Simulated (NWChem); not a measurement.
**CHF2O (SMILES O[C](F)F) at U-revPBE0/6-31G(d) (ZORA, Cartesian functions)**

Aim: the vertical doublet–quartet gap of CHF2O at U-revPBE0/6-31G* (ZORA, Cartesian functions), from 2 runs. 

The calculation is run with NWChem 7.3.0.

1 further run of the same task is left out (it didn't finish).

### Step 1. The system as given

CHF2O: 5 atoms, total charge 0, spin state doublet. As SMILES, `O[C](F)F`. The coordinates come from a GFN2-xTB relaxation. This is one conformer, not always the lowest.

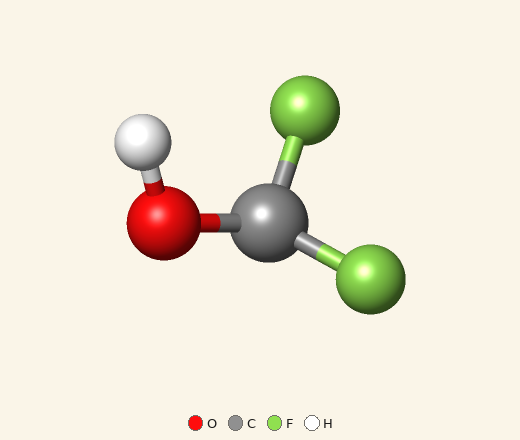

The structure, seen from a chosen angle (oxygen red, carbon grey, fluorine green, hydrogen white).

### Step 2. A single-point energy at U-revPBE0/6-31G(d) (ZORA, Cartesian functions)

The input, run.py:

```python
from ase import Atoms
from ase.calculators.nwchem import NWChem

mol = Atoms(['O', 'C', 'F', 'F', 'H'], positions=[
    [-0.219730, 0.891390, -0.426260],
    [0.113490, -0.378530, -0.328810],
    [1.066290, -0.680990, 0.569830],
    [-0.899720, -1.252730, -0.190070],
    [-0.060340, 1.420850, 0.375310],
])

calc = NWChem(
    label='chf2o',
    theory='dft',
    memory='2200 mb',
    basis='6-31G*',
    relativistic={'zora': 'on'},
    dft={'xc': 'revpbe 0.75 cpbe96 1.0 hfexch 0.25', 'mult': '2', 'grid': 'medium', 'iterations': '150', 'mulliken': None},
    task='energy',
)
mol.calc = calc

print(f"energy = {mol.get_potential_energy():.6f} eV")
```

Command:

```
$ export ASE_NWCHEM_COMMAND="nwchem PREFIX.nwi > PREFIX.nwo"
$ python run.py
```

Log:

```text
energy = -8537.543771 eV
```

The calculator wrote chf2o.nwi:

```
title "chf2o"

permanent_dir chf2o

scratch_dir chf2o

start chf2o

geometry units angstrom nocenter noautosym noautoz
  O  -2.1973000000000001e-01 8.9139000000000002e-01 -4.2625999999999997e-01
  C  1.1348999999999999e-01 -3.7852999999999998e-01 -3.2880999999999999e-01
  F  1.0662900000000000e+00 -6.8098999999999998e-01 5.6982999999999995e-01
  F  -8.9971999999999996e-01 -1.2527299999999999e+00 -1.9006999999999999e-01
  H  -6.0339999999999998e-02 1.4208499999999999e+00 3.7530999999999998e-01
end

memory 2200 mb

basis noprint
   * library 6-31G*
end

relativistic
  zora on
end
dft
  xc revpbe 0.75 cpbe96 1.0 hfexch 0.25
  mult 2
  grid medium
  iterations 150
  mulliken
end

task dft energy
```

chf2o.nwo:

```text
Northwest Computational Chemistry Package (NWChem) 7.3.0
             --------------------------------------------------------

           Job information
           ---------------

    nwchem branch   = 7.3.0
    use scalapack   = T
    input           = chf2o.nwi
    prefix          = chf2o.
    data base       = chf2o/chf2o.db
    status          = startup
    nproc           =        1

           Memory information
           ------------------

    heap     =     72089596 doubles =      550.0 Mbytes
    stack    =     72089601 doubles =      550.0 Mbytes
    global   =    144179200 doubles =     1100.0 Mbytes (distinct from heap & stack)
    total    =    288358397 doubles =     2200.0 Mbytes
    verify   = yes
    hardfail = no

           Directory information
           ---------------------

  0 permanent = chf2o
  0 scratch   = chf2o

                                NWChem Input Module
                                -------------------

                                       chf2o
                                       -----

 Scaling coordinates for geometry "geometry" by  1.889725989
 (inverse scale =  0.529177249)

                             Geometry "geometry" -> ""
                             -------------------------

 Output coordinates in angstroms (scale by  1.889725989 to convert to a.u.)

  No.       Tag          Charge          X              Y              Z
 ---- ---------------- ---------- -------------- -------------- --------------
    1 O                    8.0000    -0.21973000     0.89139000    -0.42626000
    2 C                    6.0000     0.11349000    -0.37853000    -0.32881000
    3 F                    9.0000     1.06629000    -0.68099000     0.56983000
    4 F                    9.0000    -0.89972000    -1.25273000    -0.19007000
    5 H                    1.0000    -0.06034000     1.42085000     0.37531000

      Atomic Mass
      -----------

[... 81 lines left out ...]
          Convergence on energy requested:  1.00D-06
[... 1 line left out ...]
          Convergence on gradient requested:  5.00D-04
[... 23 lines left out ...]
          Convergence Information
[... 2 lines left out ...]
          total energy or number of iterations.
[... 29 lines left out ...]
 dft_zora_read: failed to openchf2o/chf2o.zora_sf
[... 72 lines left out ...]
         Total DFT energy =     -313.748949180223
[... 1 line left out ...]
           Coulomb energy =      278.654465923592
[... 1 line left out ...]
 Nuclear repulsion energy =      124.745783136743
[... 443 lines left out ...]
                     DFT Final Beta Molecular Orbital Analysis
[... 486 lines left out ...]
   alpha      1      2      3      4      5      6      7      8      9     10
    beta      1      2      3      4      5      6      7      8      9     10
 overlap   1.000  1.000  1.000  1.000  1.000  1.000  1.000  0.992  0.999  0.998

   alpha     11     12     13     14     15     16     17     18     19     20
    beta     11     12     13     14     15     16     17     18     19     20
 overlap   0.971  0.978  0.966  0.971  0.994  0.991  0.967  0.983  0.992  0.993

   alpha     21     22     23     24     25     26     27     28     29     30
    beta     21     25     22     23     24     26     27     28     29     30
 overlap   0.998  0.711  0.901  0.901  0.751  0.999  0.999  0.999  0.999  0.998

   alpha     31     32     33     34     35     36     37     38     39     40
    beta     31     32     33     34     35     36     37     38     39     40
 overlap   0.997  0.995  0.994  0.998  0.978  0.994  0.980  0.992  0.993  0.883

   alpha     41     42     43     44     45     46     47     48     49     50
    beta     41     42     43     44     45     46     47     49     48     50
 overlap   0.885  0.991  0.856  0.853  0.999  0.989  0.988  0.982  0.987  0.998

   alpha     51     52     53     54     55     56     57     58     59     60
    beta     51     52     53     54     55     56     57     58     59     60
 overlap   0.995  0.995  0.994  0.998  0.999  1.000  1.000  1.000  1.000  1.000

   alpha     61     62
    beta     61     62
 overlap   0.994  0.994

     --------------------------
     Expectation value of S2:
     --------------------------
      <S2> =      0.7520 (Exact =     0.7500)

 center of mass
 --------------
 x =   0.02682498 y =  -0.72177528 z =  -0.08942785

 moments of inertia (a.u.)
 ------------------
         201.283502817850         -15.163985580201         -56.654642899810
         -15.163985580201         174.795020219569          28.947608120333
         -56.654642899810          28.947608120333         297.152354339975

     Multipole analysis of the density
     ---------------------------------

     L   x y z        total         alpha         beta         nuclear
     -   - - -        -----         -----         ----         -------
     0   0 0 0     -0.000000    -17.000000    -16.000000     33.000000

     1   1 0 0      0.099594     -0.484994     -0.099285      0.683873
[... 8 lines of this table left out ...]
     2   0 0 2    -15.265775    -18.685285    -16.187882     19.607392

 Task  times  cpu:        8.4s     wall:        8.4s
 Total times  cpu:        8.4s     wall:        8.4s
```

It took 9.9 s on 1 thread of Intel Xeon Platinum 8259CL at 2.50GHz (Skylake/Cascade Lake), shared host; peak memory 0.11 GiB.

### Step 3. The quartet at the same level

The input, chf2o.nw:

```
start chf2o
memory stack 880 mb heap 220 mb global 1100 mb
charge 0
geometry units au noautosym nocenter noautoz
  O   -0.41522952   1.68448297  -0.80551466
  C    0.21446502  -0.71531803  -0.62136085
  F    2.01499607  -1.28688459   1.07682264
  F   -1.70022439  -2.36731661  -0.35918024
  H   -0.11402607   2.68501736   0.70923311
end
basis "ao basis"
  O library 6-31G*
  C library 6-31G*
  F library 6-31G*
  H library 6-31G*
end
relativistic
  zora on
end
dft
  xc revpbe 0.75 cpbe96 1.0 hfexch 0.25
  mult 4
  grid medium
  iterations 150
  mulliken
end
task dft
```

Command:

```
$ nwchem chf2o.nw > chf2o.out
```

Log:

```text
[...]
          Wavefunction type:  spin polarized.
          No. of atoms     :     5
          No. of electrons :    33
[...]
          Charge           :     0
          Spin multiplicity:     4
[...]
          AO basis - number of functions:    62
[...]
              XC Information
              --------------
                     Hartree-Fock (Exact) Exchange  0.250
                        RevPBE Exchange Functional  0.750
            Perdew 1991 LDA Correlation Functional  1.000 local
           PerdewBurkeErnz. Correlation Functional  1.000 non-local
[...]
 d= 0,ls=0.0,diis     1   -313.2424330425 -4.38D+02  2.97D-02  3.63D-01     3.8
[...]
 d= 0,ls=0.0,diis    11   -313.4003012993 -6.93D-07  4.27D-06  9.08D-08    10.3
[...]
         Total DFT energy =     -313.400301299274
      One electron energy =     -679.326961379503
           Coulomb energy =      276.272033098692
    Exchange-Corr. energy =      -35.091147114728
 Nuclear repulsion energy =      124.745774096264
       Scaling correction =        0.138706550782
[...]
      Total Density - Mulliken Population Analysis
     ---------------------------------------------
    Atom       Charge   Shell Charges
 -----------   ------   -------------------------------------------------------
    1 O    8     7.90   1.99  0.99  2.80  0.75  1.31  0.06
    2 C    6     5.34   1.99  0.70  1.82  0.30  0.41  0.12
    3 F    9     9.20   2.00  0.97  3.28  0.94  1.95  0.07
    4 F    9     9.20   2.00  0.97  3.27  0.94  1.96  0.07
    5 H    1     1.36   0.43  0.92
[...]
      <S2> =      3.7542 (Exact =     3.7500)
[...]
```

Run time: 11 s. Hardware: 1 thread of Intel Xeon Platinum 8259CL at 2.50GHz (Skylake/Cascade Lake), shared host; peak memory 0.11 GiB.

### Step 4. Outcome

At U-revPBE0/6-31G* (ZORA, Cartesian functions):

```
                                        quantity          value
                           doublet: total energy  -313.74895 Eh
                          doublet: dipole moment         2.00 D
     doublet: HOMO energy (highest over α and β)       -6.39 eV
      doublet: LUMO energy (lowest over α and β)       -0.87 eV
                                   doublet: ⟨S²⟩          0.752
                           quartet: total energy  -313.40030 Eh
                          quartet: dipole moment         2.57 D
     quartet: HOMO energy (highest over α and β)       -1.18 eV
                                   quartet: ⟨S²⟩          3.754
vertical energy of the quartet above the doublet       9.487 eV
```

**Reading.** At this shape the quartet lies 9.49 eV (219 kcal/mol) above the doublet.
